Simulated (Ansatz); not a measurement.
Consider CdSe in the wurtzite structure (space group P6_3mc, No. 186; a = 4.3400 Å, c = 7.0780 Å). Axes: x lies along a and z along c of the hexagonal cell.

Modification: biaxial strain −2.15 %, plane normal [001], relaxed out of plane (Cartesian); in-plane vectors clamped, the third vector and the atoms free.

Method: r2SCAN/PAW in Ansatz (a quantum-chemistry and plane-wave program), scalar-relativistic without spin-orbit coupling.

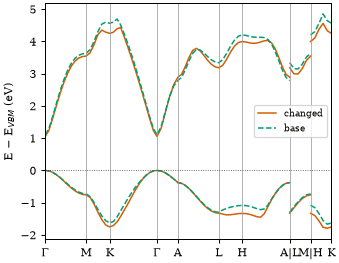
Fig. 1. Highest valence and lowest conduction band along the path, each from its own valence-band maximum

Question: From the figure, how large is the changed gap, and is it direct?

Answer: About 1.1 eV, direct at Γ.

Gaps are read on the SCF mesh and a high-symmetry path. No phonon test of stability was made.
